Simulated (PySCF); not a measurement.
# GeH4O2 (SMILES [OH][GeH2][OH]) at r2SCAN/ma-def2-SVP

What is the vertical ionisation energy of GeH4O2 at r2SCAN/ma-def2-SVP? Input form: a Python script.

Program for the calculation: PySCF 2.14.0.

## 1. The molecule

GeH4O2: 7 atoms, total charge 0, spin state singlet. SMILES: `[OH][GeH2][OH]`. The shape is that of a PBE0-D4/def2-TZVP optimisation. This is one conformer, not always the lowest.

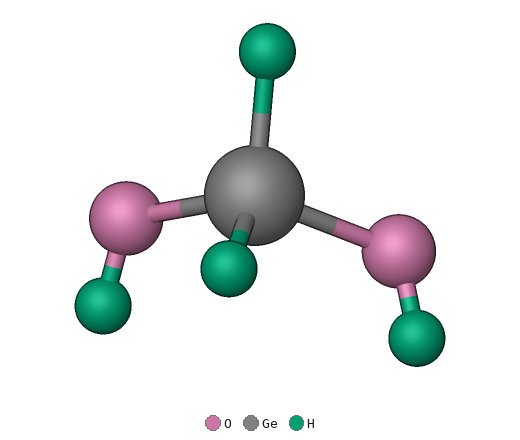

Viewed from a chosen angle; oxygen pink, germanium grey, hydrogen teal.

## 2. A single-point energy at r2SCAN/ma-def2-SVP

The input, input.py:

```python
from pyscf import gto, dft

mol = gto.M(
    atom=[
    ('O', (-1.491300, -0.416000, -0.173900)),
    ('Ge', (0.023500, 0.377000, 0.305300)),
    ('O', (1.347400, -0.798900, 0.400600)),
    ('H', (-1.634900, -0.418700, -1.122100)),
    ('H', (0.363400, 1.460500, -0.739100)),
    ('H', (-0.172500, 0.863100, 1.737300)),
    ('H', (1.625600, -1.135200, -0.453800)),
],
    spin=0,
    verbose=3,
    basis='ma-def2-svp',
    charge=0,
    max_memory=1860,
)

mf = dft.RKS(mol)
mf.xc = 'r2scan'
mf.conv_tol = 1e-10
mf.grids.level = 4
mf.kernel()
if not mf.converged:
    mf = mf.newton().run(mf.mo_coeff, mf.mo_occ)

e_final = mf.e_tot
print(f'total energy: {e_final:.8f} hartree')
```

Launch:

```console
$ OMP_NUM_THREADS=1 python input.py
```

Output:

```text
converged SCF energy = -2229.41770272841
total energy: -2229.41770273 hartree
```

Run time: 24 s. Hardware: 1 thread of Arm Neoverse V1, shared host; peak memory 0.41 GiB.

## 3. The doublet cation

The input, calc.py:

```python
from pyscf import gto, dft

system = gto.Mole()
system.atom = [
    ('O', (-1.491300, -0.416000, -0.173900)),
    ('Ge', (0.023500, 0.377000, 0.305300)),
    ('O', (1.347400, -0.798900, 0.400600)),
    ('H', (-1.634900, -0.418700, -1.122100)),
    ('H', (0.363400, 1.460500, -0.739100)),
    ('H', (-0.172500, 0.863100, 1.737300)),
    ('H', (1.625600, -1.135200, -0.453800)),
]
system.charge = 1
system.max_memory = 1860
system.basis = 'ma-def2-svp'
system.spin = 1
system.verbose = 3
system.build()

mf = dft.UKS(system)
mf.xc = 'r2scan'
mf.grids.level = 4
mf.conv_tol = 1e-10
mf.kernel()
if not mf.converged:
    mf = mf.newton().run(mf.mo_coeff, mf.mo_occ)

e_tot = mf.e_tot
print(f'total energy: {e_tot:.8f} hartree')
```

Launch:

```console
$ OMP_NUM_THREADS=1 python calc.py
```

Output:

```text
WARN: HOMO -0.34778031701522 >= LUMO -0.347780317015219

converged SCF energy = -2229.01635578822  <S^2> = 0.75928674  2S+1 = 2.0092653
total energy: -2229.01635579 hartree
```

It took 72 s on 1 thread of Arm Neoverse V1, shared host; peak memory 0.46 GiB.

## 4. Outcome

At r2SCAN/ma-def2-SVP:

| quantity | value |
| --- | --- |
| singlet GeH4O2: total energy | -2229.41770 Eh |
| singlet GeH4O2: dipole moment | 2.97 D |
| singlet GeH4O2: HOMO energy | -7.57 eV |
| singlet GeH4O2: LUMO energy | -0.52 eV |
| singlet GeH4O2: HOMO–LUMO gap | 7.05 eV |
| doublet cation: total energy | -2229.01636 Eh |
| doublet cation: HOMO energy (highest over α and β) | -14.62 eV |
| doublet cation: LUMO energy (lowest over α and β) | -14.19 eV |
| doublet cation: ⟨S²⟩ | 0.759 |
| vertical ionisation energy (to the doublet cation) | 10.921 eV |

In words: Removing an electron at fixed nuclei costs 10.92 eV (1054 kJ/mol). The negative HOMO energy of the first species, 7.57 eV, lies 3.35 eV below that difference. Mulliken charges (singlet GeH4O2) run from -0.75 on O1 to +0.57 on Ge2; they depend strongly on the basis.
